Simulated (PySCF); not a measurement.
**C$_{3}$H$_{5}$ClOSi: NMR shielding calculation**

System: C$_{3}$H$_{5}$ClOSi.
Method: GIAO PBE0/6-31G NMR shielding, non-relativistic, gas phase (PySCF 2.14.0).

The geometry comes from this level: PBE0-D3(BJ)/def2-SVP. Figures and captions count atoms from 1; the log counts them from 0 in places.

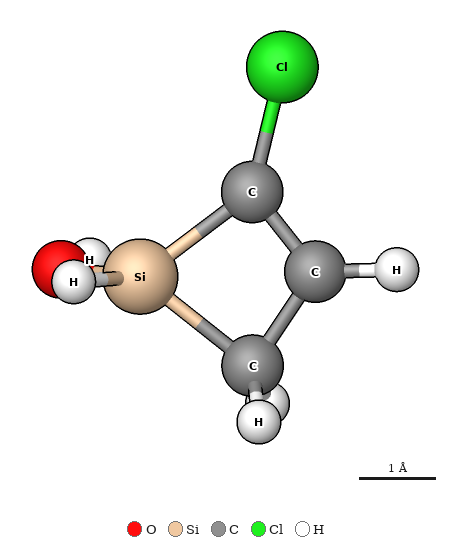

Fig. 1: The input geometry (ball-and-stick view, seen at a tilt).

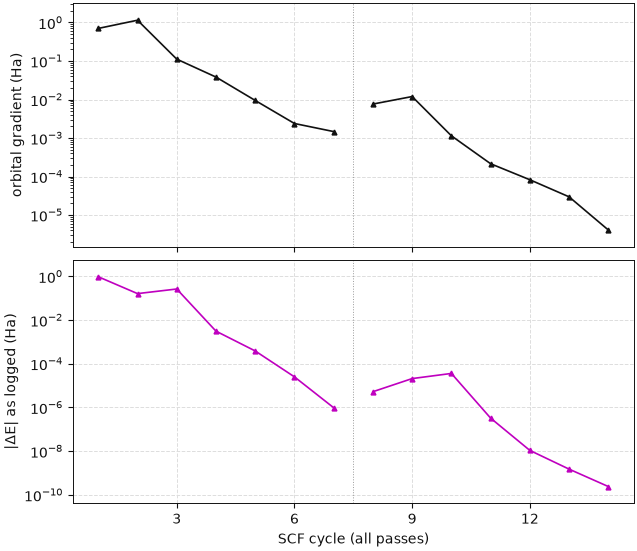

Fig. 2: Convergence of the self-consistent field: orbital gradient and size of the energy change against the SCF cycle. The dotted line marks the change from a coarse to the final integration grid. The first 7 cycles use a coarse grid, the final grid takes over at cycle 8, and the field converges after 14 cycles in all.

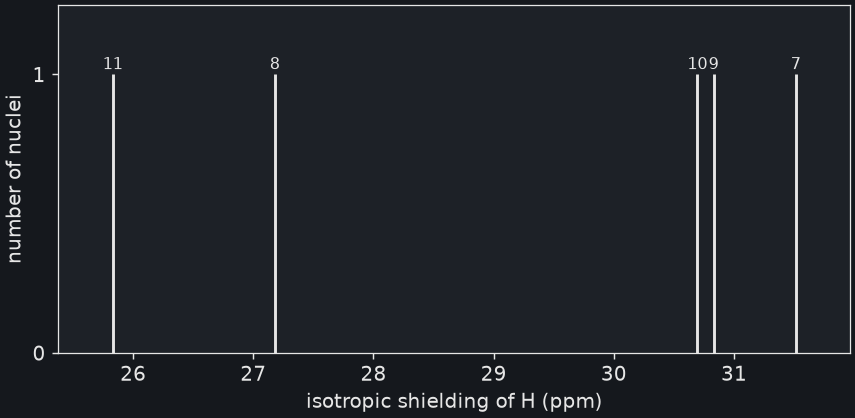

Fig. 3: Isotropic shieldings of the hydrogen nuclei in this fixed geometry, labelled by atom number; shielding grows to the right, so chemical shift grows to the left. The least shielded is H11 (25.8 ppm), the most shielded H7 (31.5 ppm).

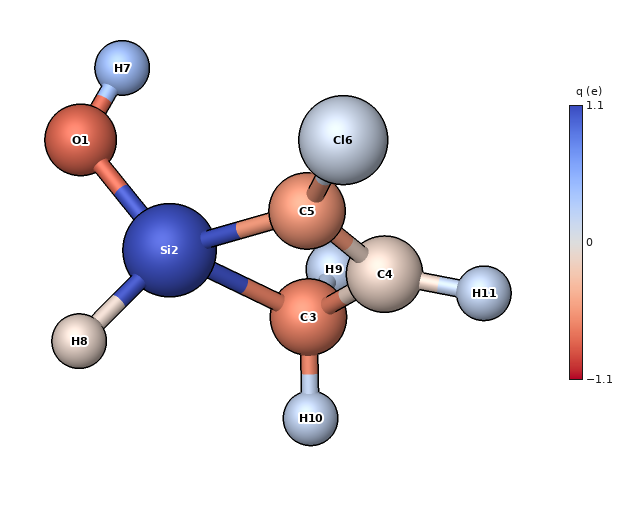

Fig. 4: Mulliken charges, as the colour of each atom (ball-and-stick view, seen at a tilt; atoms are numbered from 1 in the order of the input; Mulliken charges depend strongly on the basis). By element: O −0.78, Si +1.07, C −0.66 to −0.14, Cl +0.13 and H −0.10 to +0.41 e.

These pictures come from the run below.

**Input**
```
{"job": {"kind": "nmr", "xc": "PBE0", "basis": "6-31G", "pop": true}, "charge": 0, "multiplicity": 1}
O      2.309712     0.072144     0.552740
Si     0.954753    -0.154435    -0.378372
C     -0.581962    -1.047220     0.310108
C     -1.320788     0.233028    -0.028118
C     -0.402574     1.128543    -0.453356
Cl    -0.671545     2.747982    -0.948290
H      2.183446     0.457307     1.425124
H      1.485558    -0.640817    -1.677842
H     -0.567594    -1.273891     1.389268
H     -0.943000    -1.941464    -0.224284
H     -2.406130     0.385663     0.041641
```

The first line tells a small driver script what to run in PySCF; the rest is the geometry in Å.

Launch command:
```bash
OMP_NUM_THREADS=1 python <driver script> task.json out
```

**Output**
```
coarse grid: 10696 points
cycle   1  E = -941.5514956202  dE =  9.565e-01  |g| = 7.018e-01  |ddm| = 3.398e+00
cycle   2  E = -941.3895023110  dE =  1.620e-01  |g| = 1.146e+00  |ddm| = 1.750e+00
cycle   3  E = -941.6529413170  dE = -2.634e-01  |g| = 1.118e-01  |ddm| = 1.203e+00
cycle   4  E = -941.6560373934  dE = -3.096e-03  |g| = 3.827e-02  |ddm| = 1.729e-01
cycle   5  E = -941.6564210050  dE = -3.836e-04  |g| = 9.453e-03  |ddm| = 5.323e-02
cycle   6  E = -941.6564460178  dE = -2.501e-05  |g| = 2.382e-03  |ddm| = 1.555e-02
cycle   7  E = -941.6564469833  dE = -9.655e-07  |g| = 1.470e-03  |ddm| = 3.702e-03
final grid: 95368 points
cycle   8  E = -941.5941677719  dE = -5.239e-06  |g| = 7.616e-03  |ddm| = 1.654e-02
cycle   9  E = -941.5941468791  dE =  2.089e-05  |g| = 1.194e-02  |ddm| = 2.160e-02
cycle  10  E = -941.5941827568  dE = -3.588e-05  |g| = 1.141e-03  |ddm| = 1.372e-02
cycle  11  E = -941.5941830796  dE = -3.229e-07  |g| = 2.148e-04  |ddm| = 1.300e-03
cycle  12  E = -941.5941830904  dE = -1.074e-08  |g| = 8.243e-05  |ddm| = 3.068e-04
cycle  13  E = -941.5941830919  dE = -1.493e-09  |g| = 2.969e-05  |ddm| = 1.032e-04
cycle  14  E = -941.5941830921  dE = -2.383e-10  |g| = 4.086e-06  |ddm| = 4.242e-05
converged SCF energy = -941.5941830921

GIAO shielding tensors (ppm)
atom      isotropic    diamagn.    paramagn.     s11        s22        s33       span
  0 O      289.401     394.663    -105.261    259.917    294.117    314.170     54.252
  1 Si     426.777     879.497    -452.720    406.694    426.847    446.790     40.096
  2 C      178.867     255.673     -76.807    166.775    177.932    191.893     25.117
  3 C       54.089     260.275    -206.186    -55.818     69.608    148.476    204.294
  4 C       56.130     269.566    -213.436    -26.996     67.749    127.636    154.631
  5 Cl     775.162    1144.881    -369.719    552.286    788.596    984.604    432.318
  6 H       31.514      29.605       1.909     24.258     27.807     42.477     18.219
  7 H       27.179      29.130      -1.950     23.437     25.132     32.968      9.531
  8 H       30.831      31.034      -0.203     27.388     27.997     37.108      9.720
  9 H       30.696      30.719      -0.023     27.172     27.451     37.465     10.293
 10 H       25.831      30.224      -4.393     24.186     24.553     28.752      4.566
```

**Key numbers**

| quantity | value |
| --- | --- |
| outcome | converged |
| total energy | −941.594183 hartree |
| HOMO | −7.38 eV |
| LUMO | −0.42 eV |
| dipole moment | 2.63 D |
| isotropic shielding, O | 289.4 ppm |
| isotropic shielding, Si | 426.8 ppm |
| isotropic shielding, C | 54.1 to 178.9 ppm |
| isotropic shielding, Cl | 775.2 ppm |
| isotropic shielding, H | 25.8 to 31.5 ppm |
| hardware | 1 CPU thread, shared host |
| wall time | 6.3 s |
| peak memory | 0.55 GiB |
